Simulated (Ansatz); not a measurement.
# ClFH4Si2: molecular dynamics

The plan is to follow the molecule's vibrations and see whether its bonds hold. The start is relaxed first. Runs: 500 steps of 0.5 fs under a Nosé-Hoover thermostat at 1000 K. SMILES of the start: F[Si@H]([SiH3])Cl.

Method: RKS BHLYP-D4/6-31G, in Ansatz 0.2.0.

## (1) The system as given

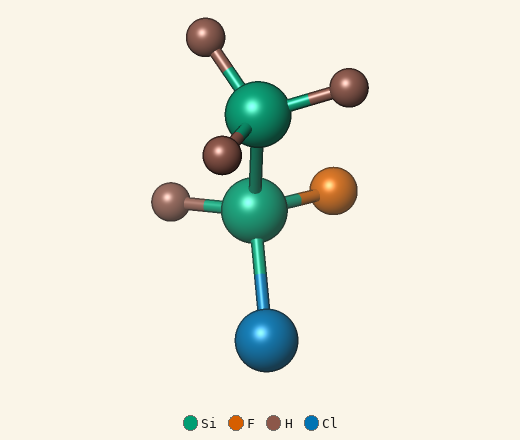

The starting structure, seen from a free direction (silicon teal, fluorine orange, hydrogen brown, chlorine blue).

Coordinates:

```xyz
8

Si    0.0000    0.0000    0.0000
F     0.0000    0.0000    1.5900
Si    2.0935    0.0000   -0.7393
H     2.5508   -1.3762   -0.9079
H     2.1573    0.6939   -2.0222
H     2.9510    0.6823    0.2255
Cl   -1.0032    1.7381   -0.7093
H    -0.6877   -1.1914   -0.4862
```

## (2) Relaxing the start

The input, input.yaml:

```yaml
crystal:
  periodic: [false, false, false]
  atoms:
    - { symbol: Si, position_ang: [0.0, 0.0, 0.0] }
    - { symbol: F, position_ang: [0.0, 0.0, 1.59] }
    - { symbol: Si, position_ang: [2.0935, 0.0, -0.7393] }
    - { symbol: H, position_ang: [2.5508, -1.3762, -0.9079] }
    - { symbol: H, position_ang: [2.1573, 0.6939, -2.0222] }
    - { symbol: H, position_ang: [2.951, 0.6823, 0.2255] }
    - { symbol: Cl, position_ang: [-1.0032, 1.7381, -0.7093] }
    - { symbol: H, position_ang: [-0.6877, -1.1914, -0.4862] }
basis:
  gaussian: { orbitals: "6-31G" }
hamiltonian:
  xc: { name: BHLYP }
  dispersion: d4
relax:
  f_tol: 0.02
  max_steps: 40
```

Launch:

```bash
> ansatz run input.yaml --threads 1 --pin off --max-ram 2048MiB --backend cpu --events-out ev --progress --plain --runs-dir out
```

The log of the run, cut to the lines that bear on the results:

```text
Warning: RAYON_NUM_THREADS=1 ignored (pool sized by the plan → 1); use --threads N
[...]
Functional definition: BHLYP
[...]
675 factors; integrals over basis functions are off by at most 1.6e-4 eV
[...]
mean field -31056.32005631 eV, -1141.2987113394 hartree, gradient 1.2e-5 eV, S^2 0.000000; 0 other end points of the search recorded, 0 dependent functions left out
[...]
reference -31056.32023125 eV, -1141.2987177685 hartree; 29, 29 occupied and 27, 27 virtual orbitals, 675 factors
relax step   1: F+E_penalty+E_count = -31056.58725586 eV  Δ(F+E_penalty+E_count) = +0.000e0 eV  max|allowed force component| = 3.618e0 eV/Å  Δτ_max = 0.0000 Å  (22 SCF iters, accepted)
[...]
relax step   4: F+E_penalty+E_count = -31056.80334429 eV  Δ(F+E_penalty+E_count) = +1.398e-1 eV  max|allowed force component| = 4.892e-1 eV/Å  Δτ_max = 0.1999 Å  (26 SCF iters, rejected (line search))
[...]
relax step   7: F+E_penalty+E_count = -31056.96990330 eV  Δ(F+E_penalty+E_count) = -2.525e-3 eV  max|allowed force component| = 1.862e-1 eV/Å  Δτ_max = 0.1463 Å  (26 SCF iters, accepted)
[...]
relax step  10: F+E_penalty+E_count = -31056.97498164 eV  Δ(F+E_penalty+E_count) = -1.729e-3 eV  max|allowed force component| = 3.283e-2 eV/Å  Δτ_max = 0.0293 Å  (26 SCF iters, accepted)
[...]
relax step  12: F+E_penalty+E_count = -31056.97613628 eV  Δ(F+E_penalty+E_count) = -1.132e-4 eV  max|allowed force component| = 2.309e-2 eV/Å  Δτ_max = 0.0399 Å  (25 SCF iters, accepted)
[...]
relax step  13: F+E_penalty+E_count = -31056.97626521 eV  Δ(F+E_penalty+E_count) = -1.289e-4 eV  max|allowed force component| = 1.512e-2 eV/Å  Δτ_max = 0.0081 Å  (18 SCF iters, accepted)
675 factors; integrals over basis functions are off by at most 1.7e-4 eV
[...]
mean field -31056.71552603 eV, -1141.3132445839 hartree, gradient 7.1e-5 eV, S^2 0.000000; 1 other end points of the search recorded, 0 dependent functions left out
[...]
reference -31056.71570482 eV, -1141.3132511543 hartree; 29, 29 occupied and 27, 27 virtual orbitals, 675 factors
Total energy: -31056.97644400 eV, -1141.3228331423 hartree
Atom 0 at    -0.040525    -0.048232    -0.055012 Å, force    -0.011339     0.001660     0.013204 eV/Å
Atom 1 at    -0.096631    -0.367938     1.600344 Å, force     0.001634     0.005238    -0.015123 eV/Å
Atom 2 at     2.191072     0.005354    -0.770271 Å, force    -0.002945     0.000178    -0.000397 eV/Å
Atom 3 at     2.806874    -1.327319    -0.528712 Å, force    -0.000583     0.000107     0.000557 eV/Å
Atom 4 at     2.182361     0.308953    -2.226184 Å, force     0.001199     0.000197    -0.001490 eV/Å
Atom 5 at     2.908908     1.064771    -0.017786 Å, force     0.002173     0.000901     0.000753 eV/Å
Atom 6 at    -0.920557     1.917454    -0.346842 Å, force     0.005926    -0.008425     0.002890 eV/Å
Atom 7 at    -0.969802    -1.006342    -0.704936 Å, force     0.003936     0.000144    -0.000395 eV/Å
Dipole moment:     0.458012    -0.439578    -0.474313 e Å
```

Wall time 31 s (1 thread of Intel Xeon Platinum 8488C (Sapphire Rapids), shared host); peak memory 0.15 GiB.

Step by step:

| step | energy from step 1 (eV) | largest force component (eV/Å) |
| --- | --- | --- |
| 1 | 0.0000 | 3.6185 |
| 2 | -0.3006 | 1.7308 |
| 3 | -0.3559 | 0.2669 |
| 4x | -0.2161 | 0.4892 |
| 5 | -0.3731 | 0.0661 |
| 6 | -0.3801 | 0.0670 |
| 7 | -0.3826 | 0.1862 |
| 8 | -0.3860 | 0.1042 |
| 9x | -0.3851 | 0.1978 |
| 10 | -0.3877 | 0.0328 |
| 11 | -0.3888 | 0.0267 |
| 12 | -0.3889 | 0.0231 |
| 13 | -0.3890 | 0.0151 |

Step 1 is the start. 2 steps were tried and not accepted (marked x).

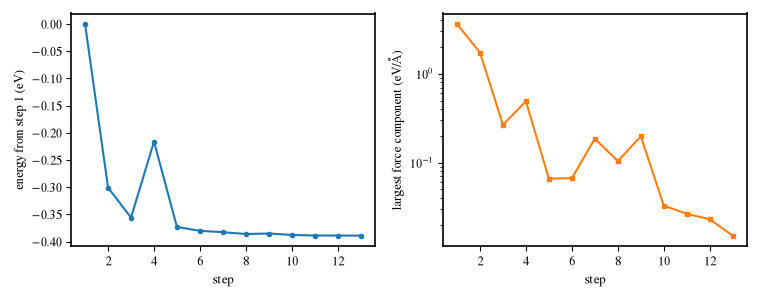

How energy and force went from step to step.

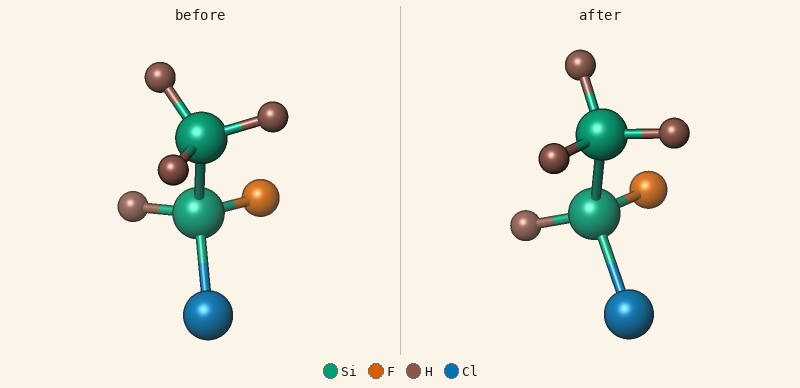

The structure before (left) and after (right), drawn at the same scale.

After: Bond lengths: Si1–F2 1.687 Å, Si1–Si3 2.344 Å, Si3–H4 1.488 Å, Si3–H5 1.487 Å, Si3–H6 1.485 Å, Si1–Cl7 2.173 Å, Si1–H8 1.485 Å. Angles: F2–Si1–Si3 109.6°, F2–Si1–Cl7 106.8°, F2–Si1–H8 106.6°, Si3–Si1–Cl7 108.9°, Si3–Si1–H8 118.5°, Cl7–Si1–H8 105.8°, Si1–Si3–H4 108.9°, Si1–Si3–H5 107.3°, Si1–Si3–H6 108.8°, H4–Si3–H5 110.1°, H4–Si3–H6 110.9°, H5–Si3–H6 110.7°.

## (3) The run

500 steps of 0.5 fs under a Nosé-Hoover thermostat at 1000 K, from the relaxed start.

The input, input.yaml:

```yaml
crystal:
  periodic: [false, false, false]
  atoms:
    - { symbol: Si, position_ang: [-0.040525, -0.048232, -0.055012] }
    - { symbol: F, position_ang: [-0.096631, -0.367938, 1.600344] }
    - { symbol: Si, position_ang: [2.191072, 0.005354, -0.770271] }
    - { symbol: H, position_ang: [2.806874, -1.327319, -0.528712] }
    - { symbol: H, position_ang: [2.182361, 0.308953, -2.226184] }
    - { symbol: H, position_ang: [2.908908, 1.064771, -0.017786] }
    - { symbol: Cl, position_ang: [-0.920557, 1.917454, -0.346842] }
    - { symbol: H, position_ang: [-0.969802, -1.006342, -0.704936] }
basis:
  gaussian: { orbitals: "6-31G" }
hamiltonian:
  xc: { name: BHLYP }
  dispersion: d4
md:
  timestep: 0.5
  n_steps: 500
  ensemble: nvt_nose_hoover
  temperature: 1000.0
  initial_velocities: maxwell_boltzmann
  seed: 351705
```

Launch:

```bash
> ansatz run input.yaml --threads 1 --pin off --max-ram 2048MiB --backend cpu --events-out ev --progress --plain --runs-dir out
```

The log of the run, cut to the lines that bear on the results:

```text
Warning: RAYON_NUM_THREADS=1 ignored (pool sized by the plan → 1); use --threads N
[...]
[... 1 set-up line as earlier in the session ...]
[...]
674 factors; integrals over basis functions are off by at most 1.7e-4 eV
[...]
mean field -31056.71553402 eV, -1141.3132448775 hartree, gradient 5.8e-5 eV, S^2 0.000000; 0 other end points of the search recorded, 0 dependent functions left out
[...]
reference -31056.71571295 eV, -1141.3132514529 hartree; 29, 29 occupied and 27, 27 virtual orbitals, 674 factors
md step     0: t =     0.00 fs  T =  1000.0 K  F+E_penalty+E_count = -31056.97627318 eV  E_kin = 0.775560 eV  conserved = -31056.20071319 eV  (21 SCF iters)
[...]
md step    18: t =     9.00 fs  T =   374.5 K  F+E_penalty+E_count = -31056.48972938 eV  E_kin = 0.290470 eV  conserved = -31056.19996561 eV  (26 SCF iters, 3 dispersion substeps)
[...]
md step    36: t =    18.00 fs  T =   584.7 K  F+E_penalty+E_count = -31056.64875223 eV  E_kin = 0.453459 eV  conserved = -31056.19967892 eV  (27 SCF iters, 3 dispersion substeps)
[...]
md step    54: t =    27.00 fs  T =   504.4 K  F+E_penalty+E_count = -31056.57732444 eV  E_kin = 0.391190 eV  conserved = -31056.19935219 eV  (25 SCF iters, 3 dispersion substeps)
[...]
md step    70: t =    35.00 fs  T =   559.2 K  F+E_penalty+E_count = -31056.61103389 eV  E_kin = 0.433719 eV  conserved = -31056.19957819 eV  (25 SCF iters, 3 dispersion substeps)
md step    71: t =    35.50 fs  T =   590.0 K  F+E_penalty+E_count = -31056.63432879 eV  E_kin = 0.457595 eV  conserved = -31056.19971842 eV  (23 SCF iters, 3 dispersion substeps)
```

## (4) The output, continued: dynamics from the start

Output, continued, cut to the lines that bear on the results:

```text
md step    72: t =    36.00 fs  T =   622.2 K  F+E_penalty+E_count = -31056.65865709 eV  E_kin = 0.482536 eV  conserved = -31056.19987706 eV  (25 SCF iters, 3 dispersion substeps)
[...]
md step    94: t =    47.00 fs  T =   338.7 K  F+E_penalty+E_count = -31056.42032105 eV  E_kin = 0.262680 eV  conserved = -31056.19941429 eV  (27 SCF iters, 3 dispersion substeps)
[...]
md step   116: t =    58.00 fs  T =   649.6 K  F+E_penalty+E_count = -31056.64100765 eV  E_kin = 0.503772 eV  conserved = -31056.19997893 eV  (27 SCF iters, 3 dispersion substeps)
[...]
md step   138: t =    69.00 fs  T =   426.2 K  F+E_penalty+E_count = -31056.44040140 eV  E_kin = 0.330521 eV  conserved = -31056.19973739 eV  (26 SCF iters, 3 dispersion substeps)
[...]
md step   160: t =    80.00 fs  T =   607.8 K  F+E_penalty+E_count = -31056.54581630 eV  E_kin = 0.471366 eV  conserved = -31056.19952831 eV  (27 SCF iters, 3 dispersion substeps)
md step   161: t =    80.50 fs  T =   635.5 K  F+E_penalty+E_count = -31056.56547470 eV  E_kin = 0.492887 eV  conserved = -31056.19968482 eV  (27 SCF iters, 3 dispersion substeps)
md step   162: t =    81.00 fs  T =   662.4 K  F+E_penalty+E_count = -31056.58433295 eV  E_kin = 0.513707 eV  conserved = -31056.19984264 eV  (23 SCF iters, 3 dispersion substeps)
```

## (5) The output, continued: dynamics from the start

Output, continued, cut to the lines that bear on the results:

```text
md step   163: t =    81.50 fs  T =   685.1 K  F+E_penalty+E_count = -31056.59990644 eV  E_kin = 0.531353 eV  conserved = -31056.19997992 eV  (27 SCF iters, 3 dispersion substeps)
[...]
md step   181: t =    90.50 fs  T =   759.8 K  F+E_penalty+E_count = -31056.61346045 eV  E_kin = 0.589258 eV  conserved = -31056.19974103 eV  (26 SCF iters, 3 dispersion substeps)
[...]
md step   199: t =    99.50 fs  T =   520.9 K  F+E_penalty+E_count = -31056.38564429 eV  E_kin = 0.404010 eV  conserved = -31056.19922414 eV  (27 SCF iters, 3 dispersion substeps)
[...]
md step   217: t =   108.50 fs  T =   681.3 K  F+E_penalty+E_count = -31056.47227986 eV  E_kin = 0.528364 eV  conserved = -31056.19913585 eV  (23 SCF iters, 3 dispersion substeps)
[...]
Total energy: -31056.11798383 eV, -1141.2912853128 hartree
Atom 0 at    -0.025226    -0.042429     0.005555 Å, force     1.244250     1.053692     3.199741 eV/Å
Atom 1 at    -0.022589     0.008516     1.759326 Å, force     0.189464    -0.066143    -1.301312 eV/Å
Atom 2 at     2.282182    -0.070675    -0.742757 Å, force    -0.604432     1.045943     0.123057 eV/Å
Atom 3 at     3.571702     0.423353    -0.007754 Å, force    -1.428043    -0.162169    -0.441349 eV/Å
Atom 4 at     2.413450    -1.414162    -1.178289 Å, force     0.434304    -1.564147    -0.224919 eV/Å
Atom 5 at     1.828697     0.573498    -2.002231 Å, force     0.734428     0.512033    -0.231487 eV/Å
Atom 6 at    -1.038177     1.782528    -0.504622 Å, force     0.060646     0.556791    -0.360968 eV/Å
Atom 7 at    -1.109274    -0.936076    -0.190986 Å, force    -0.630618    -1.376001    -0.762763 eV/Å
Dipole moment:     0.657717    -0.542073    -0.503733 e Å
```

Wall time 17 min (1 thread of Intel Xeon Platinum 8488C (Sapphire Rapids), shared host); peak memory 0.14 GiB.

## (6) Frames and traces

The trajectory, every 26 steps (energies from step 0):

| time (fs) | T (K) | potential energy change (meV/atom) | conserved energy change (meV/atom) |
| --- | --- | --- | --- |
| 0.0 | 1000 | 0.0 | 0.00 |
| 13.0 | 332 | 65.1 | 0.15 |
| 26.0 | 531 | 47.2 | 0.17 |
| 39.0 | 681 | 34.6 | 0.06 |
| 52.0 | 471 | 57.4 | 0.10 |
| 65.0 | 412 | 67.2 | 0.15 |
| 78.0 | 544 | 59.2 | 0.19 |
| 91.0 | 735 | 48.1 | 0.14 |
| 104.0 | 591 | 69.1 | 0.10 |
| 117.0 | 1017 | 37.7 | 0.13 |
| 130.0 | 753 | 71.9 | 0.24 |
| 143.0 | 736 | 81.4 | 0.20 |
| 156.0 | 993 | 63.8 | 0.12 |
| 169.0 | 898 | 77.9 | 0.18 |
| 182.0 | 756 | 97.1 | 0.28 |
| 195.0 | 918 | 84.8 | 0.18 |
| 208.0 | 1301 | 50.9 | 0.09 |
| 221.0 | 874 | 95.1 | 0.24 |
| 234.0 | 1077 | 78.0 | 0.26 |
| 247.0 | 980 | 89.5 | 0.16 |
| 250.0 | 802 | 107.3 | 0.29 |

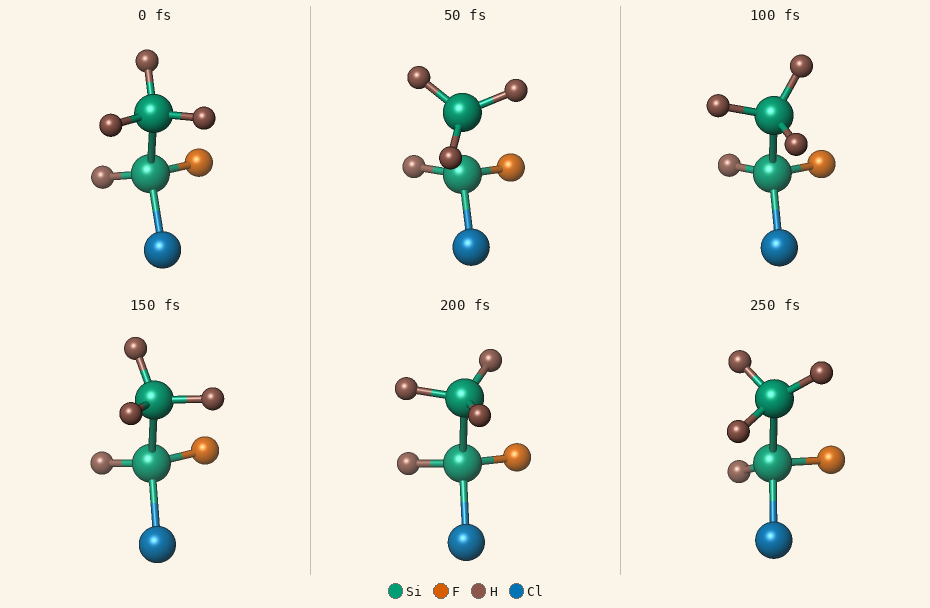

Six frames of the run, seen from a free direction. Sticks join atoms within a bonding distance in each frame.

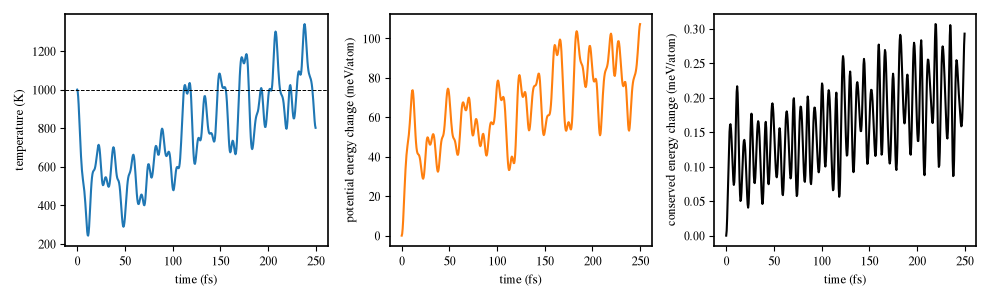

Traces against time; each panel has its own scale. The dashed line is the set temperature.

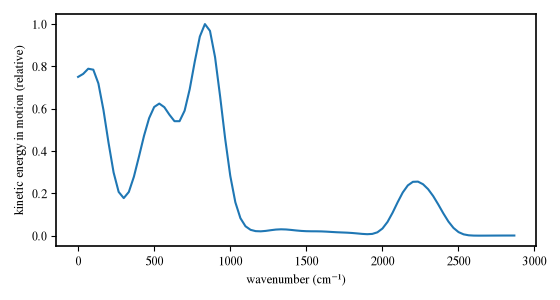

Power spectrum of the mass-weighted velocities; a run of 250 fs resolves no finer than about 270 cm⁻¹.

Maxima of the velocity power spectrum (cm⁻¹, relative height; resolution about 270 cm⁻¹): 530 (62), 830 (100), 2230 (26).

## (7) Snapshots as a file

Positions (Å) and forces (eV/Å):

```xyz
8
time_fs=31.0 T=532 dE=0.3814
Si    0.014   -0.074   -0.009   -1.288    0.679    0.623
F    -0.214   -0.325    1.662    0.388   -0.145   -0.647
Si    2.173    0.041   -0.807    0.894    0.710   -1.506
H     2.611   -1.266   -1.303   -0.044   -0.578   -0.086
H     2.201    0.980   -2.035   -0.447   -0.574    0.661
H     3.303    0.569   -0.037   -0.077    0.123    0.786
Cl   -0.890    1.874   -0.369    0.149    0.438    0.090
H    -1.056   -0.803   -0.734    0.425   -0.653    0.079
8
time_fs=62.5 T=461 dE=0.4944
Si   -0.064   -0.119    0.023   -0.078   -0.038    0.140
F    -0.231   -0.306    1.724    0.466    0.147   -0.936
Si    2.232    0.068   -0.872    0.575    1.653    0.781
H     2.649   -1.012   -1.734   -0.111   -0.821   -0.554
H     2.693    1.408   -1.560   -1.051   -0.979    0.407
H     3.192    0.078    0.286   -0.341   -0.246    0.083
Cl   -0.879    1.885   -0.394   -0.047   -0.417    0.047
H    -1.020   -1.209   -0.489    0.587    0.702    0.033
8
time_fs=94.0 T=657 dE=0.4600
Si    0.004   -0.048   -0.006   -0.993   -1.783    0.144
F    -0.116   -0.296    1.639   -0.021    0.161    0.711
Si    2.135    0.018   -0.761    1.173    1.912    0.037
H     1.993   -0.621   -2.077    0.330   -0.231   -0.315
H     2.205    1.570   -0.963    0.388   -1.161   -0.032
H     3.304   -0.433    0.110   -0.711   -0.005   -0.427
Cl   -0.897    1.863   -0.414   -0.251   -0.053   -0.142
H    -0.737   -1.304   -0.536    0.085    1.160    0.023
8
time_fs=125.0 T=672 dE=0.6131
Si   -0.084   -0.072   -0.007   -0.237    0.212   -0.893
F     0.023   -0.285    1.659   -0.184   -0.046    0.170
Si    2.237    0.028   -0.753   -1.807   -0.560    1.472
H     2.048   -0.130   -2.204    0.571    0.109   -0.259
H     2.877    1.252   -0.100   -0.192   -0.740   -0.569
H     2.350   -1.290    0.000    1.030    0.372   -0.506
Cl   -0.963    1.880   -0.448   -0.197    0.142    0.141
H    -1.193   -1.034   -0.543    1.016    0.509    0.444
8
time_fs=156.0 T=993 dE=0.5105
Si   -0.022   -0.044   -0.013   -0.699    0.338   -1.627
F     0.096   -0.224    1.647   -0.499   -0.205    0.238
Si    2.238   -0.102   -0.710   -0.434    0.993   -0.143
H     2.209    0.944   -1.832    0.340   -0.796    0.296
H     2.715    0.636    0.513    0.506   -0.445   -0.307
H     2.821   -1.482   -1.034   -0.318    0.840    0.227
Cl   -1.069    1.917   -0.462    0.732   -0.702    0.373
H    -1.030   -0.891   -0.791    0.372   -0.023    0.942
8
time_fs=187.5 T=855 dE=0.7094
Si   -0.035    0.036   -0.043    1.761   -0.604   -0.559
F     0.059   -0.108    1.607   -0.454   -0.250    0.953
Si    2.227   -0.094   -0.684    1.005    0.030   -1.801
H     3.174    0.944   -1.337   -1.232   -0.119    0.069
H     3.238   -0.516    0.278   -0.117   -0.541    0.955
H     2.057   -1.240   -1.703    0.243    0.525    0.410
Cl   -1.065    1.820   -0.429   -0.630    0.656   -0.304
H    -0.564   -1.194   -0.701   -0.575    0.304    0.278
8
time_fs=219.0 T=802 dE=0.8148
Si    0.055   -0.010   -0.005   -0.976    0.419    1.068
F    -0.065   -0.035    1.700    0.922    0.401   -0.234
Si    2.275   -0.151   -0.794    0.837    2.572    0.423
H     2.883    1.160   -0.154   -0.629   -0.692   -0.894
H     3.083   -1.022   -0.020    0.314   -1.527    0.888
H     2.771   -0.314   -2.196   -0.725    0.149   -0.004
Cl   -1.107    1.842   -0.450    0.720   -0.675   -0.189
H    -0.873   -1.114   -0.110   -0.462   -0.646   -1.058
8
time_fs=250.0 T=802 dE=0.8585
Si   -0.025   -0.042    0.006    1.244    1.054    3.200
F    -0.023    0.009    1.759    0.190   -0.066   -1.301
Si    2.282   -0.071   -0.743   -0.604    1.046    0.123
H     3.572    0.423   -0.008   -1.428   -0.162   -0.441
H     2.413   -1.414   -1.178    0.434   -1.564   -0.225
H     1.829    0.574   -2.002    0.734    0.512   -0.232
Cl   -1.038    1.782   -0.505    0.061    0.557   -0.361
H    -1.109   -0.936   -0.191   -0.631   -1.376   -0.763
```

## (8) What came out

| quantity | value |
| --- | --- |
| relaxation of the start | 10 moves, 0.389 eV lower |
| length | 500 steps of 0.5 fs |
| temperature, first and last step | 1000 and 802 K |
| temperature, second half | mean 945 K, from 665 to 1340 K |
| potential energy, second half | +77 meV/atom from the start |
| largest change of the conserved energy | 0.31 meV/atom |
| bonds formed or broken | 0 |

In words: Against a set 1000 K the second half averages 945 K with a spread of 163 K. The conserved energy strays from its start by at most 0.31 meV/atom, 0.4 % of the mean kinetic energy, which is good for a step of 0.5 fs. The bonds all hold. Averages from a run of 250 fs with 8 atoms are rough. The nuclei move classically, without zero-point motion, which matters most for hydrogen. The basis is very small, so the numbers are rough.
